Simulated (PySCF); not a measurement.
C₇H₁₂Si (SMILES CC(C)C1=C[SiH2]C=C1)

```xyz
20

C    -1.7326    0.9843   -1.0317
C    -1.1582    0.5373    0.3146
C    -1.9613   -0.6336    0.8861
C     0.2930    0.1688    0.1770
C     1.2994    0.7837    0.8184
Si    2.9454    0.0017    0.3535
C     2.0091   -1.1905   -0.7680
C     0.7001   -0.9282   -0.7028
H    -1.7281    0.1651   -1.7467
H    -1.1422    1.8006   -1.4427
H    -2.7584    1.3255   -0.9084
H    -1.2299    1.3777    1.0150
H    -1.9604   -1.4766    0.1993
H    -2.9928   -0.3337    1.0587
H    -1.5324   -0.9615    1.8307
H     1.1238    1.6059    1.4933
H     3.6213   -0.6618    1.4697
H     3.8413    0.9014   -0.3752
H     2.4066   -1.9783   -1.3868
H    -0.0488   -1.4771   -1.2570
```

Geometry: GFN2-xTB.

Level of theory: PySCF, PBE0/pcSseg-1, SCF density, gas phase, non-relativistic.

> Predict the electron density and electron localisation function between the atoms.

C–C (1.34 Å): the density is about 2.3 e/Å³ at the midpoint; the ELF peaks at about 0.95 between the atoms: a multiple bond.
C–Si (1.88 Å): the density is about 0.93 e/Å³ at the midpoint; the ELF peaks at about 0.95 between the atoms: localised, covalent bonding.
C–H (1.08 Å): the density is about 2 e/Å³ at the midpoint; the ELF climbs to about 1 towards the hydrogen, as it does in any bond to H (an ordinary covalent bond to hydrogen).
C–C (1.46 Å): the density is about 1.8 e/Å³ at the midpoint; the ELF peaks at about 0.95 between the atoms; localised, covalent bonding.

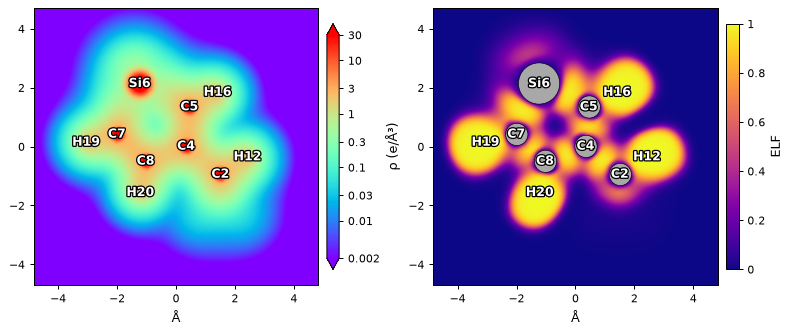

Computed electron density and electron localisation function on the plane of atoms C5, C4 and C8, in this order. Grey discs cover the atomic cores in the ELF map. 
